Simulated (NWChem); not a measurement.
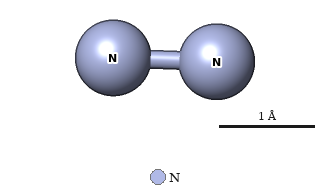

*The structure as given in the input (ball-and-stick view, seen at an oblique angle).*

Bond lengths as drawn: N–N 1.09 Å.

**Energy and gradient calculation of N$_{2}$**

The run: energy and gradient calculation of N$_{2}$, SMILES N#N. Method and program: B3LYP/6-31G*, RKS (NWChem 7.3.0).

The geometry comes from this level: PBE0-D4/def2-TZVP.

### Input
```
start n2
title "N2 gradient"
memory 2200 mb

geometry units angstrom noautosym nocenter noautoz
 N      0.465500    -0.150300     0.239800
 N     -0.465500     0.150300    -0.239800
end

basis "ao basis"
 * library 6-31G*
end

dft
 xc b3lyp
 mult 1
 grid xfine
 convergence energy 1e-08
 iterations 100
 mulliken
 print low
end

task dft gradient
```

Command:
```bash
nwchem n2.nw > n2.out
```

### Output
```
Northwest Computational Chemistry Package (NWChem) 7.3.0
             --------------------------------------------------------

           Job information
           ---------------

    nwchem branch   = 7.3.0
    use scalapack   = T
    input           = n2.nw
    prefix          = n2.
    data base       = ./n2.db
    status          = startup
    nproc           =        1

           Memory information
           ------------------

    heap     =     72089598 doubles =      550.0 Mbytes
    stack    =     72089595 doubles =      550.0 Mbytes
    global   =    144179200 doubles =     1100.0 Mbytes (distinct from heap & stack)
    total    =    288358393 doubles =     2200.0 Mbytes
    verify   = yes
    hardfail = no

           Directory information
           ---------------------

  0 permanent = .
  0 scratch   = .

                                NWChem Input Module
                                -------------------

                                    N2 gradient
                                    -----------

 Scaling coordinates for geometry "geometry" by  1.889725989
 (inverse scale =  0.529177249)

                             Geometry "geometry" -> ""
                             -------------------------

 Output coordinates in angstroms (scale by  1.889725989 to convert to a.u.)

  No.       Tag          Charge          X              Y              Z
 ---- ---------------- ---------- -------------- -------------- --------------
    1 N                    7.0000     0.46550000    -0.15030000     0.23980000
    2 N                    7.0000    -0.46550000     0.15030000    -0.23980000

      Atomic Mass
      -----------

      N                 14.003070

 Effective nuclear repulsion energy (a.u.)      23.7983434932

            Nuclear Dipole moment (a.u.)
            ----------------------------
        X                 Y               Z
 ---------------- ---------------- ----------------
     0.0000000000     0.0000000000     0.0000000000

            XYZ format geometry
            -------------------
     2
 geometry
 N                     0.46550000    -0.15030000     0.23980000
 N                    -0.46550000     0.15030000    -0.23980000

 ==============================================================================
                                internuclear distances
 ------------------------------------------------------------------------------
       center one      |      center two      | atomic units |  angstroms
 ------------------------------------------------------------------------------
    2 N                |   1 N                |     2.05897  |     1.08956
 ------------------------------------------------------------------------------
                         number of included internuclear distances:          1
 ==============================================================================

 Summary of "ao basis" -> "" (cartesian)
 ------------------------------------------------------------------------------
       Tag                 Description            Shells   Functions and Types
 ---------------- ------------------------------  ------  ---------------------
 *                           6-31G*                   on all atoms

                                 NWChem DFT Module
                                 -----------------

                                    N2 gradient

                      Basis "ao basis" -> "ao basis" (cartesian)
                      -----
  [basis functions not shown]

 Summary of "ao basis" -> "ao basis" (cartesian)
 ------------------------------------------------------------------------------
       Tag                 Description            Shells   Functions and Types
 ---------------- ------------------------------  ------  ---------------------
 N                           6-31G*                  6       15   3s2p1d

  Caching 1-el integrals
   Time after variat. SCF:      0.0

     ---------------------------------------------
      Total Density - Mulliken Population Analysis
     ---------------------------------------------

    Atom       Charge   Shell Charges
 -----------   ------   -------------------------------------------------------
    1 N    7     7.00   2.00  0.90  2.11  0.94  1.02  0.03
    2 N    7     7.00   2.00  0.90  2.11  0.94  1.02  0.03
   Time prior to 1st pass:      0.0

           Memory utilization after 1st SCF pass:
           Heap Space remaining (MW):       37.23            37230758
          Stack Space remaining (MW):       72.09            72089308

   convergence    iter        energy       DeltaE   RMS-Dens  Diis-err    time
 ---------------- ----- ----------------- --------- --------- ---------  ------
 d= 0,ls=0.0,diis     1   -109.5052933174 -1.33D+02  1.29D-02  2.24D-01     0.2
 d= 0,ls=0.0,diis     2   -109.5190810857 -1.38D-02  5.53D-03  3.75D-02     0.3
 d= 0,ls=0.0,diis     3   -109.5230918880 -4.01D-03  1.16D-03  2.45D-03     0.5
 d= 0,ls=0.0,diis     4   -109.5233759446 -2.84D-04  1.61D-05  2.36D-07     0.6
 d= 0,ls=0.0,diis     5   -109.5233759743 -2.96D-08  1.68D-06  4.59D-09     0.7
 d= 0,ls=0.0,diis     6   -109.5233759747 -4.24D-10  9.50D-08  1.86D-11     0.9

         Total DFT energy =     -109.523375974691
      One electron energy =     -194.818353993160
           Coulomb energy =       75.193874921714
    Exchange-Corr. energy =      -13.697240396468
 Nuclear repulsion energy =       23.798343493223

 Numeric. integr. density =       13.999999993291

     Total iterative time =      0.8s

     ---------------------------------------------
      Total Density - Mulliken Population Analysis
     ---------------------------------------------

    Atom       Charge   Shell Charges
 -----------   ------   -------------------------------------------------------
    1 N    7     7.00   1.99  0.89  2.25  0.98  0.88  0.01
    2 N    7     7.00   1.99  0.89  2.25  0.98  0.88  0.01

     -------------------------------------------
      Total Density - Lowdin Population Analysis
     -------------------------------------------

    Atom       Charge   Shell Charges
 -----------   ------   -------------------------------------------------------
    1 N    7     7.00   1.98  0.59  2.08  0.53  1.22  0.61
    2 N    7     7.00   1.98  0.59  2.08  0.53  1.22  0.61

                         DFT ENERGY GRADIENTS

    atom               coordinates                        gradient
                 x          y          z           x          y          z
   1 N       0.879667  -0.284026   0.453156   -0.043602   0.014078  -0.022462
   2 N      -0.879667   0.284026  -0.453156    0.043602  -0.014078   0.022462

 Task  times  cpu:        1.0s     wall:        1.0s
 Total times  cpu:        1.0s     wall:        1.0s
```

### Results in brief

```json
{"quantity": "outcome", "value": "converged"}
{"quantity": "total energy", "value": "−109.523376 hartree"}
{"quantity": "largest force", "value": "2.624 eV/Å"}
{"quantity": "hardware", "value": "1 thread of Intel Xeon (Granite Rapids), 16 GiB of memory available, shared host"}
{"quantity": "wall time", "value": "1.5 s"}
{"quantity": "peak memory", "value": "0.11 GiB"}
```
